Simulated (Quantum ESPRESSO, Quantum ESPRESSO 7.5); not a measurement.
# Al(100), stepped through the number of layers

What law, if any, do the results for Al(100) follow against the number of layers?

Method: plane-wave DFT, PBE, GBRV ultrasoft pseudopotentials, in Quantum ESPRESSO 7.5.

Experimental background.

“Properties of real metallic surfaces: Effects of density functional semilocality and van der Waals nonlocality” (2017, arxiv:1702.08515) quotes from earlier work for Al (clean (100) face): work function (clean (100) face) 4.32 eV.

This is a report of a sequence of runs, with most program output left out.

### Step 1. The structure

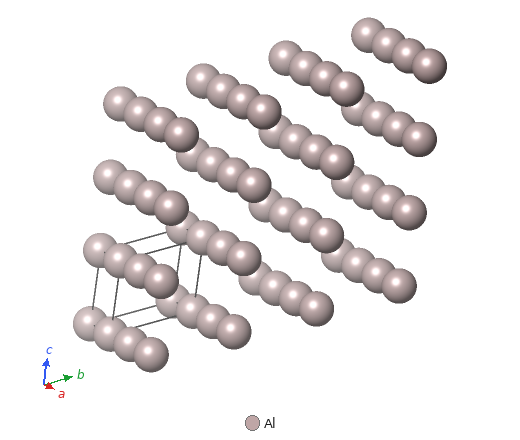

The cell as given, from the side, with the c axis up (aluminium light grey). 3×3×3 cells are drawn. Some periodic images of atoms are drawn too.

Set-up: Symmetric 1×1 slabs with 16 Å of vacuum in the starting cell; the two outer layers of each face relax in a periodic cell and the inner ones are held; a run under open boundaries (ESM, bc1) then gives the work function. Cold smearing of 0.02 Ry, one mesh for all thicknesses. The slabs take the lattice constants of the bulk relaxed by the same program.

Members 6, 7, 8 and 10 took the same steps and show in the table alone.

### Step 2. Relaxing cell and ions of the reference

The bulk crystal is relaxed in cell and atoms; the members are built on its lattice constants.

Contents of ref.vc.in:

```
&control
  prefix = 'ref.vc'
  outdir = './out'
  pseudo_dir = './pseudo'
  nstep = 40
  forc_conv_thr = 0.0003
  calculation = 'vc-relax'
/
&system
  ibrav = 0
  nat = 1
  ntyp = 1
  ecutwfc = 50
  ecutrho = 250
  occupations = 'smearing'
  smearing = 'mv'
  degauss = 0.02
/
&electrons
  conv_thr = 1e-09
  mixing_beta = 0.4
  electron_maxstep = 120
/
&ions
/
&cell
  press_conv_thr = 0.3
/
ATOMIC_SPECIES
  Al  26.9815  al_pbe_v1.uspp.F.UPF
CELL_PARAMETERS angstrom
  0.00000000000000 2.02500000000000 2.02500000000000
  2.02500000000000 0.00000000000000 2.02500000000000
  2.02500000000000 2.02500000000000 0.00000000000000
ATOMIC_POSITIONS crystal
  Al  0.000000000000 0.000000000000 0.000000000000
K_POINTS automatic
  17 17 17 0 0 0
```

The run is started by

```sh
> OMP_NUM_THREADS=1 mpirun -n 4 pw.x -nk 4 -in ref.vc.in > ref.vc.out
```

Run time: 6.8 s. Hardware: 4 MPI ranks of Arm Neoverse V1, shared host; peak memory 0.19 GiB.

Relaxation path:

```tsv
step	energy less that of the first step (eV)	largest force (eV/Å)	volume (Å³)
1	0.0000	0.0000	16.61
2	-0.0002	0.0000	16.56
3	-0.0002	0.0000	16.48
4	-0.0002	0.0000	16.48
```

```tsv
conventional cell, symmetrised	before	after	change
a (Å)	4.050	4.040	-0.3 %
b (Å)	4.050	4.040	-0.3 %
c (Å)	4.050	4.040	-0.3 %
volume (Å³/atom)	16.61	16.48	-0.8 %
```

Final coordinates:

```
CELL_PARAMETERS angstrom
0.00000 2.01977 2.01977
2.01977 0.00000 2.01977
2.01977 2.01977 0.00000
ATOMIC_POSITIONS crystal
Al 0.00000 0.00000 0.00000
```

 The last row is no step: it is a fresh SCF in the final cell with a new plane-wave basis, +0 meV from the row before.

This step gave:

| Item | Value |
| --- | --- |
| free energy | -91.2658 eV |
| Fermi energy | 7.908 eV |

### Step 3. Ground state of the reference

A bulk run at that cell gives the reference energy and levels.

Contents of ref.bulk.in:

```
&control
  prefix = 'ref.bulk'
  outdir = './out'
  pseudo_dir = './pseudo'
  calculation = 'scf'
  tprnfor = .true.
/
&system
  ibrav = 0
  nat = 1
  ntyp = 1
  ecutwfc = 40
  ecutrho = 200
  occupations = 'smearing'
  smearing = 'mv'
  degauss = 0.02
/
&electrons
  conv_thr = 1e-09
  mixing_beta = 0.4
  electron_maxstep = 120
/
ATOMIC_SPECIES
  Al  26.9815  al_pbe_v1.uspp.F.UPF
CELL_PARAMETERS angstrom
  0.00000000000000 2.01977479900000 2.01977479900000
  2.01977479900000 0.00000000000000 2.01977479900000
  2.01977479900000 2.01977479900000 0.00000000000000
ATOMIC_POSITIONS crystal
  Al  0.000000000000 0.000000000000 0.000000000000
K_POINTS automatic
  17 17 17 0 0 0
```

The run is started by

```sh
> OMP_NUM_THREADS=1 mpirun -n 4 pw.x -nk 4 -in ref.bulk.in > ref.bulk.out
```

Wall time 2.4 s (4 MPI ranks); peak memory 0.18 GiB; 9.4 s of CPU time.

This step gave:

* free energy: -91.2657 eV

### Step 4. Relaxing the ions, 4 layers

What the set-up leaves free in this member is relaxed.

System of this step: Al(100), 4 layers. The cell holds 4 atoms: 4 Al. Cell: a = 2.856 Å, b = 2.856 Å, c = 22.018 Å, α = 90.0°, β = 90.0°, γ = 90.0°. It derives from Al. Vacuum lies along c.

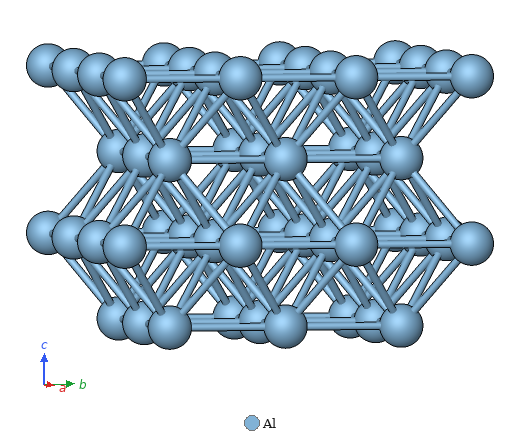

The cell of this step (aluminium light blue). 3×3×1 cells are drawn. Some periodic images of atoms are drawn too.

Contents of m0.relax.in:

```
&control
  prefix = 'm0.relax'
  outdir = './out'
  pseudo_dir = './pseudo'
  nstep = 40
  forc_conv_thr = 0.001
  calculation = 'relax'
/
&system
  ibrav = 0
  nat = 4
  ntyp = 1
  ecutwfc = 40
  ecutrho = 200
  occupations = 'smearing'
  smearing = 'mv'
  degauss = 0.02
/
&electrons
  conv_thr = 1e-08
  mixing_beta = 0.4
  electron_maxstep = 120
  mixing_mode = 'local-TF'
/
&ions
/
ATOMIC_SPECIES
  Al  26.9815  al_pbe_v1.uspp.F.UPF
CELL_PARAMETERS angstrom
  2.85639291368519 0.00000000000000 0.00000000000000
  0.00000000000000 2.85639291368519 0.00000000000000
  0.00000000000000 0.00000000000000 22.01803885823456
ATOMIC_POSITIONS crystal
  Al  0.500000000000 0.500000000000 0.362400906002
  Al  0.000000000000 0.000000000000 0.454133635334
  Al  0.500000000000 0.500000000000 0.545866364666
  Al  0.000000000000 0.000000000000 0.637599093998
K_POINTS automatic
  12 12 1 0 0 0
```

The run is started by

```sh
> OMP_NUM_THREADS=1 mpirun -n 4 pw.x -nk 4 -in m0.relax.in > m0.relax.out
```

Run time: 36 s. Hardware: 4 MPI ranks; peak memory 0.38 GiB.

The steps of the relaxation:

```tsv
step	energy less that of the first step (eV)	largest force (eV/Å)
1	0.0000	0.0755
2	-0.0004	0.0588
3	-0.0007	0.0418
4	-0.0010	0.0257
```

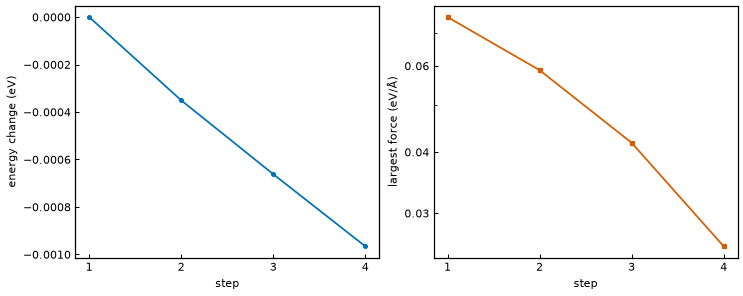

Energy and largest force along the relaxation.

Final coordinates:

```xyz
4
Lattice="2.8564 0.0000 0.0000 0.0000 2.8564 0.0000 0.0000 0.0000 22.0180" Properties=species:S:1:pos:R:3
Al    1.4282    1.4282    7.9740
Al    0.0000    0.0000   10.0050
Al    1.4282    1.4282   12.0131
Al    0.0000    0.0000   14.0440
```

This step gave:

| Item | Value |
| --- | --- |
| free energy | -364.1040 eV |
| Fermi energy | 0.2589 eV |

### Step 5. Ground state, 4 layers

A run under open boundaries on these atoms gives the vacuum levels.

Contents of m0.esm.in:

```
&control
  prefix = 'm0.esm'
  outdir = './out'
  pseudo_dir = './pseudo'
  calculation = 'scf'
  tprnfor = .true.
/
&system
  ibrav = 0
  nat = 4
  ntyp = 1
  ecutwfc = 40
  ecutrho = 200
  occupations = 'smearing'
  smearing = 'mv'
  degauss = 0.02
  assume_isolated = 'esm'
  esm_bc = 'bc1'
/
&electrons
  conv_thr = 1e-08
  mixing_beta = 0.25
  electron_maxstep = 160
  mixing_mode = 'local-TF'
  mixing_ndim = 12
/
ATOMIC_SPECIES
  Al  26.9815  al_pbe_v1.uspp.F.UPF
CELL_PARAMETERS angstrom
  2.85639291368519 0.00000000000000 0.00000000000000
  0.00000000000000 2.85639291368519 0.00000000000000
  0.00000000000000 0.00000000000000 22.01803885823456
ATOMIC_POSITIONS crystal
  Al  0.500000000000 0.500000000000 -0.137840505300
  Al  0.000000000000 0.000000000000 -0.045601785100
  Al  0.500000000000 0.500000000000 0.045601785100
  Al  0.000000000000 0.000000000000 0.137840505300
K_POINTS automatic
  12 12 1 0 0 0
```

The run is started by

```sh
> OMP_NUM_THREADS=1 mpirun -n 4 pw.x -nk 4 -in m0.esm.in > m0.esm.out
```

The job ended after 54 s (4 MPI ranks; peak memory 0.37 GiB; 3.6 min of CPU time).

This step gave:

* Fermi energy: -4.281 eV
* vacuum line at the lower end of the cell, over the Fermi level: 4.281 eV
* vacuum line at the upper end of the cell, over the Fermi level: 4.281 eV

The potential energy, planar mean oscillates, so the rows of the table below give means over windows of 2 Å about each position, cut where the curve ends. Its maxima inside the range that stand out by 2 % of the span (Å: eV): -2.1: -2.02, 0.0: -2.10, 2.1: -2.02. Its minima: -3.0: -11.9, -1.0: -12.0, 1.0: -12.0, 3.0: -11.9.

Electrostatic potential energy of an electron; zero at the Fermi level. Potential energy, planar mean against z; means over each step:

```tsv
z (Å)	potential energy, planar mean (eV)
-10	4.28
-8	4.28
-6	4.21
-4	-1.92
-2	-6.68
0	-6.84
2	-6.68
4	-1.92
6	4.21
8	4.28
10	4.28
```

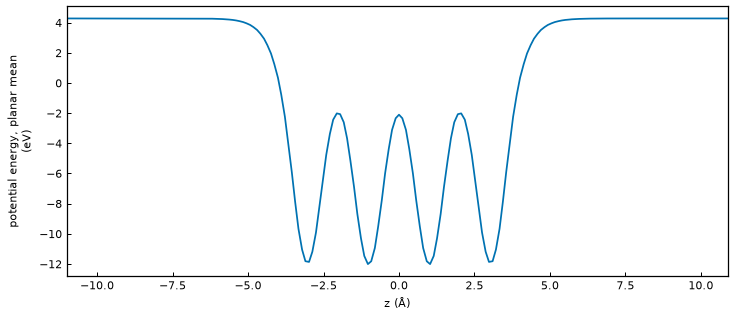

Potential energy, planar mean against z.

The vacuum levels are read from the outermost 0.7 Å of the cell on either side.

Inside the slab this potential holds the local part of the pseudopotentials, which can be repulsive at the nuclei; only its value in the vacuum has a meaning of its own.

### Step 6. Relaxing the ions, 5 layers

System of this step: Al(100), 5 layers. The cell holds 5 atoms: 5 Al. Its edges and angles: a = 2.856 Å, b = 2.856 Å, c = 24.038 Å, α = 90.0°, β = 90.0°, γ = 90.0°. It derives from Al. Vacuum lies along c.

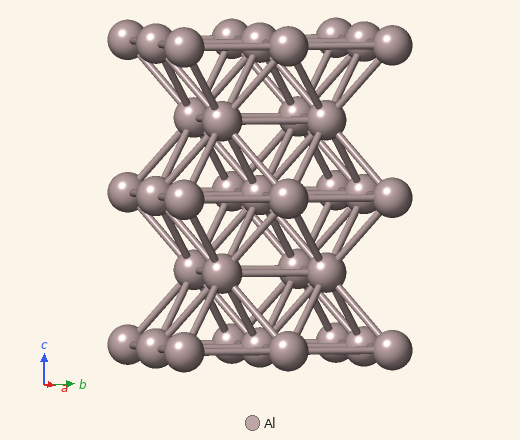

The cell of this step (aluminium light grey). 2×2×1 cells are drawn. Some periodic images of atoms are drawn too.

Contents of m1.relax.in:

```
&control
  prefix = 'm1.relax'
  outdir = './out'
  pseudo_dir = './pseudo'
  nstep = 40
  forc_conv_thr = 0.001
  calculation = 'relax'
/
&system
  ibrav = 0
  nat = 5
  ntyp = 1
  ecutwfc = 40
  ecutrho = 200
  occupations = 'smearing'
  smearing = 'mv'
  degauss = 0.02
/
&electrons
  conv_thr = 1e-08
  mixing_beta = 0.4
  electron_maxstep = 120
  mixing_mode = 'local-TF'
/
&ions
/
ATOMIC_SPECIES
  Al  26.9815  al_pbe_v1.uspp.F.UPF
CELL_PARAMETERS angstrom
  2.85639291368519 0.00000000000000 0.00000000000000
  0.00000000000000 2.85639291368519 0.00000000000000
  0.00000000000000 0.00000000000000 24.03781365723457
ATOMIC_POSITIONS crystal
  Al  0.000000000000 0.000000000000 0.331950207469
  Al  0.500000000000 0.500000000000 0.415975103734
  Al  0.000000000000 0.000000000000 0.500000000000 0 0 0
  Al  0.500000000000 0.500000000000 0.584024896266
  Al  0.000000000000 0.000000000000 0.668049792531
K_POINTS automatic
  12 12 1 0 0 0
```

The run is started by

```sh
> OMP_NUM_THREADS=1 mpirun -n 4 pw.x -nk 4 -in m1.relax.in > m1.relax.out
```

Elapsed: 2.1 min, on 4 MPI ranks; peak memory 0.38 GiB.

The steps of the relaxation:

```tsv
step	energy less that of the first step (eV)	largest force (eV/Å)
1	0.0000	0.1428
2	-0.0015	0.1308
3	-0.0029	0.1177
4	-0.0046	0.0988
5	-0.0063	0.0717
6	-0.0073	0.0334
7	-0.0075	0.0412
8	-0.0076	0.0453
9	-0.0079	0.0469
10	-0.0083	0.0439
11	-0.0088	0.0316
12	-0.0090	0.0134
```

The atoms that moved most (Å):

```tsv
atom	dx	dy	dz	length
Al1	0.000	0.000	-0.063	0.063
Al5	0.000	0.000	0.063	0.063
```

Final coordinates:

```xyz
5
Lattice="2.8564 0.0000 0.0000 0.0000 2.8564 0.0000 0.0000 0.0000 24.0378" Properties=species:S:1:pos:R:3
Al    0.0000    0.0000    7.9166
Al    1.4282    1.4282   10.0038
Al    0.0000    0.0000   12.0189
Al    1.4282    1.4282   14.0341
Al    0.0000    0.0000   16.1212
```

The relaxation lowers the energy by 2 meV an atom. On the free atoms the largest force ends at 0.013 eV/Å.

Read from the output:

```
free energy  : -455.3516 eV
Fermi energy : 0.8671 eV
```

### Step 7. Self-consistent run, 5 layers

Contents of m1.esm.in:

```
&control
  prefix = 'm1.esm'
  outdir = './out'
  pseudo_dir = './pseudo'
  calculation = 'scf'
  tprnfor = .true.
/
&system
  ibrav = 0
  nat = 5
  ntyp = 1
  ecutwfc = 40
  ecutrho = 200
  occupations = 'smearing'
  smearing = 'mv'
  degauss = 0.02
  assume_isolated = 'esm'
  esm_bc = 'bc1'
/
&electrons
  conv_thr = 1e-08
  mixing_beta = 0.25
  electron_maxstep = 160
  mixing_mode = 'local-TF'
  mixing_ndim = 12
/
ATOMIC_SPECIES
  Al  26.9815  al_pbe_v1.uspp.F.UPF
CELL_PARAMETERS angstrom
  2.85639291368519 0.00000000000000 0.00000000000000
  0.00000000000000 2.85639291368519 0.00000000000000
  0.00000000000000 0.00000000000000 24.03781365723457
ATOMIC_POSITIONS crystal
  Al  0.000000000000 0.000000000000 -0.170660633800
  Al  0.500000000000 0.500000000000 -0.083832736500
  Al  0.000000000000 0.000000000000 0.000000000000
  Al  0.500000000000 0.500000000000 0.083832736500
  Al  0.000000000000 0.000000000000 0.170660633800
K_POINTS automatic
  12 12 1 0 0 0
```

The run is started by

```sh
> OMP_NUM_THREADS=1 mpirun -n 4 pw.x -nk 4 -in m1.esm.in > m1.esm.out
```

Wall time 58 s (4 MPI ranks); peak memory 0.38 GiB; 3.8 min of CPU time.

Read from the output:

| Quantity | Value |
| --- | --- |
| Fermi energy | -4.303 eV |
| vacuum line at the lower end of the cell, over the Fermi level | 4.303 eV |
| vacuum line at the upper end of the cell, over the Fermi level | 4.303 eV |

Inside the slab this potential holds the local part of the pseudopotentials, which can be repulsive at the nuclei; only its value in the vacuum has a meaning of its own.

### Step 8. Relaxing the ions, 12 layers

System of this step: Al(100), 12 layers. The cell holds 12 atoms: 12 Al. Its edges and angles: a = 2.856 Å, b = 2.856 Å, c = 38.176 Å, α = 90.0°, β = 90.0°, γ = 90.0°. It derives from Al. Vacuum lies along c.

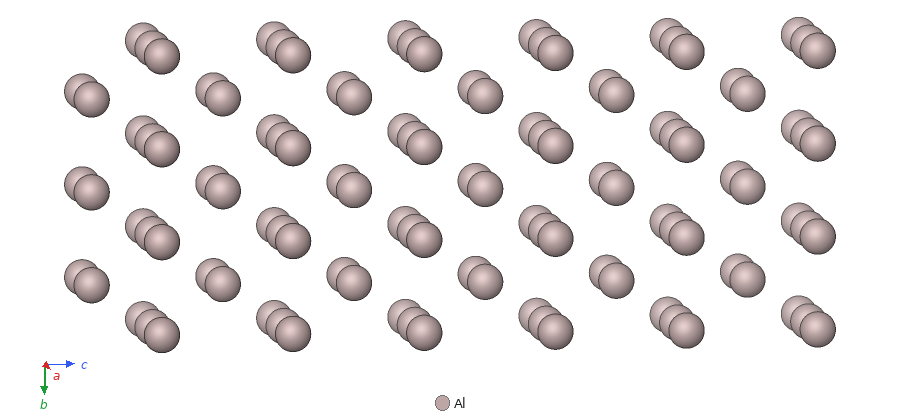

The cell of this step (aluminium light grey). 2×3×1 cells are drawn. Some periodic images of atoms are drawn too.

Contents of m6.relax.in:

```
&control
  prefix = 'm6.relax'
  outdir = './out'
  pseudo_dir = './pseudo'
  nstep = 40
  forc_conv_thr = 0.001
  calculation = 'relax'
/
&system
  ibrav = 0
  nat = 12
  ntyp = 1
  ecutwfc = 40
  ecutrho = 200
  occupations = 'smearing'
  smearing = 'mv'
  degauss = 0.02
/
&electrons
  conv_thr = 1e-08
  mixing_beta = 0.4
  electron_maxstep = 120
  mixing_mode = 'local-TF'
/
&ions
/
ATOMIC_SPECIES
  Al  26.9815  al_pbe_v1.uspp.F.UPF
CELL_PARAMETERS angstrom
  2.85639291368519 0.00000000000000 0.00000000000000
  0.00000000000000 2.85639291368519 0.00000000000000
  0.00000000000000 0.00000000000000 38.17623725023456
ATOMIC_POSITIONS crystal
  Al  0.500000000000 0.500000000000 0.209013716525
  Al  0.000000000000 0.000000000000 0.261920313521
  Al  0.500000000000 0.500000000000 0.314826910516 0 0 0
  Al  0.000000000000 0.000000000000 0.367733507511 0 0 0
  Al  0.500000000000 0.500000000000 0.420640104507 0 0 0
  Al  0.000000000000 0.000000000000 0.473546701502 0 0 0
  Al  0.500000000000 0.500000000000 0.526453298498 0 0 0
  Al  0.000000000000 0.000000000000 0.579359895493 0 0 0
  Al  0.500000000000 0.500000000000 0.632266492489 0 0 0
  Al  0.000000000000 0.000000000000 0.685173089484 0 0 0
  Al  0.500000000000 0.500000000000 0.738079686479
  Al  0.000000000000 0.000000000000 0.790986283475
K_POINTS automatic
  12 12 1 0 0 0
```

The run is started by

```sh
> OMP_NUM_THREADS=1 mpirun -n 4 pw.x -nk 4 -in m6.relax.in > m6.relax.out
```

Wall time 3.9 min (4 MPI ranks); peak memory 0.65 GiB; 15 min of CPU time.

Relaxation path:

```tsv
step	energy less that of the first step (eV)	largest force (eV/Å)
1	0.0000	0.1141
2	-0.0008	0.0974
3	-0.0016	0.0789
4	-0.0025	0.0509
5	-0.0032	0.0243
```

The atoms that moved most (Å):

```tsv
atom	dx	dy	dz	length
Al11	0.000	0.000	-0.015	0.015
Al2	0.000	0.000	0.015	0.015
Al1	0.000	0.000	-0.013	0.013
Al12	0.000	0.000	0.013	0.013
```

Final coordinates:

```cif
data_structure
_symmetry_space_group_name_H-M 'P 1'
_symmetry_Int_Tables_number 1
_cell_length_a 2.8564
_cell_length_b 2.8564
_cell_length_c 38.1762
_cell_angle_alpha 90.000
_cell_angle_beta 90.000
_cell_angle_gamma 90.000
_cell_volume 311.48
loop_
_atom_site_label
_atom_site_type_symbol
_atom_site_fract_x
_atom_site_fract_y
_atom_site_fract_z
_atom_site_occupancy
Al1 Al 0.50000 0.50000 0.20869 1
Al2 Al 0.00000 0.00000 0.26230 1
Al3 Al 0.50000 0.50000 0.31483 1
Al4 Al 0.00000 0.00000 0.36773 1
Al5 Al 0.50000 0.50000 0.42064 1
Al6 Al 0.00000 0.00000 0.47355 1
Al7 Al 0.50000 0.50000 0.52645 1
Al8 Al 0.00000 0.00000 0.57936 1
Al9 Al 0.50000 0.50000 0.63227 1
Al10 Al 0.00000 0.00000 0.68517 1
Al11 Al 0.50000 0.50000 0.73770 1
Al12 Al 0.00000 0.00000 0.79131 1
```

 On the free atoms the largest force ends at 0.024 eV/Å.

Read from the output:

- free energy: -1094.2096 eV
- Fermi energy: 3.475 eV

### Step 9. SCF with pw.x, 12 layers

Contents of m6.esm.in:

```
&control
  prefix = 'm6.esm'
  outdir = './out'
  pseudo_dir = './pseudo'
  calculation = 'scf'
  tprnfor = .true.
/
&system
  ibrav = 0
  nat = 12
  ntyp = 1
  ecutwfc = 40
  ecutrho = 200
  occupations = 'smearing'
  smearing = 'mv'
  degauss = 0.02
  assume_isolated = 'esm'
  esm_bc = 'bc1'
/
&electrons
  conv_thr = 1e-08
  mixing_beta = 0.25
  electron_maxstep = 160
  mixing_mode = 'local-TF'
  mixing_ndim = 12
/
ATOMIC_SPECIES
  Al  26.9815  al_pbe_v1.uspp.F.UPF
CELL_PARAMETERS angstrom
  2.85639291368519 0.00000000000000 0.00000000000000
  0.00000000000000 2.85639291368519 0.00000000000000
  0.00000000000000 0.00000000000000 38.17623725023456
ATOMIC_POSITIONS crystal
  Al  0.500000000000 0.500000000000 -0.291314776300
  Al  0.000000000000 0.000000000000 -0.237696764800
  Al  0.500000000000 0.500000000000 -0.185173089500
  Al  0.000000000000 0.000000000000 -0.132266492500
  Al  0.500000000000 0.500000000000 -0.079359895500
  Al  0.000000000000 0.000000000000 -0.026453298500
  Al  0.500000000000 0.500000000000 0.026453298500
  Al  0.000000000000 0.000000000000 0.079359895500
  Al  0.500000000000 0.500000000000 0.132266492500
  Al  0.000000000000 0.000000000000 0.185173089500
  Al  0.500000000000 0.500000000000 0.237696764800
  Al  0.000000000000 0.000000000000 0.291314776300
K_POINTS automatic
  12 12 1 0 0 0
```

The run is started by

```sh
> OMP_NUM_THREADS=1 mpirun -n 4 pw.x -nk 4 -in m6.esm.in > m6.esm.out
```

Elapsed: 5.9 min, on 4 MPI ranks; peak memory 0.63 GiB.

This step gave:

| Item | Value |
| --- | --- |
| Fermi energy | -4.291 eV |
| vacuum line at the lower end of the cell, over the Fermi level | 4.291 eV |
| vacuum line at the upper end of the cell, over the Fermi level | 4.291 eV |

Inside the slab this potential holds the local part of the pseudopotentials, which can be repulsive at the nuclei; only its value in the vacuum has a meaning of its own.

(Part 1 of 2 ends here.)

[Logs are printed without paths, hosts, clocks, repeated set-up lines and the standing remarks that a program may print on its own settings, such as how far it seeks lower states.]

[Hosts, paths, dates, database ids (printed as entryN), source tags and the programs' standing remarks are cut or masked in the printed files.]

[Maps of the electrostatic potential energy from Ansatz leave out the sawtooth potential of an applied field or a dipole correction, so their vacuum need not be flat; planar profiles and work functions include it.]
